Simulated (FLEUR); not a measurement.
Band structure of SrBi3 (Pm-3m, 4 atoms in the cell).

```yaml
crystal:
  lattice:
    - [5.04969, 0.00000, 0.00000]
    - [0.00000, 5.04969, 0.00000]
    - [0.00000, 0.00000, 5.04969]
  atoms:
    - { symbol: Sr, position: [0.00000, 0.00000, 0.00000] }
    - { symbol: Bi, position: [0.50000, 0.50000, 0.00000] }
    - { symbol: Bi, position: [0.00000, 0.50000, 0.50000] }
    - { symbol: Bi, position: [0.50000, 0.00000, 0.50000] }
```

Level of theory: PBEsol, all-electron FLAPW (FLEUR), scalar-relativistic valence.

Settings: Kmax = 3.8 1/bohr; GmaxXC = 15.2 1/bohr; xcFunctional = PBEs; jspins = 1; l_soc = F; mode = hist; fermiSmearingEnergy = 0.00367493 Htr; mesh (inpgen div1-3) = 5 5 5; inpgen gamma flag = false; Gmax = 15.2 1/bohr; numbands = 0; maxIterBroyd = 15; imix = Anderson; alpha = 0.05.

The starting cell comes from a database of computed structures (which also holds hypothetical and non-ambient phases and stackings), without a prior relaxation at this level. Its lattice was rescaled by a random factor within 2.5 % of one. Spin-orbit coupling is off. Values depend on the basis (sphere radii, cutoffs, local orbitals), which need not be converged.

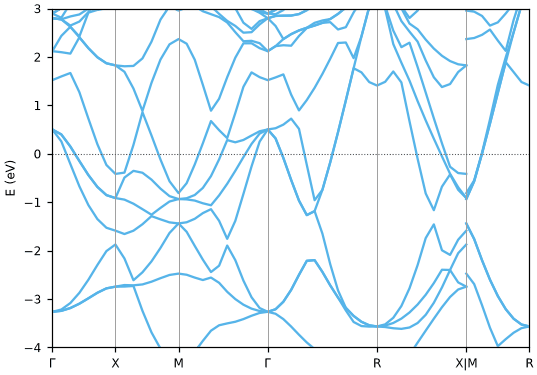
Fig. 1. Bands along the path, energies from the Fermi level.

Levels in eV from the Fermi level, bands 24 to 31:
```json
[
 {"point": "Γ", "24": "-3.26", "25": "-3.26", "26": "0.50", "27": "0.50", "28": "0.50", "29": "1.52", "30": "2.12", "31": "2.12"},
 {"point": "X", "24": "-2.74", "25": "-1.87", "26": "-1.59", "27": "-0.91", "28": "-0.91", "29": "-0.42", "30": "1.83", "31": "1.83"},
 {"point": "M", "24": "-2.47", "25": "-1.44", "26": "-1.44", "27": "-0.94", "28": "-0.94", "29": "-0.81", "30": "2.37", "31": "2.96"},
 {"point": "R", "24": "-3.57", "25": "-3.57", "26": "-3.57", "27": "1.41", "28": "3.41", "29": "3.41", "30": "3.41", "31": "3.51"}
]
```
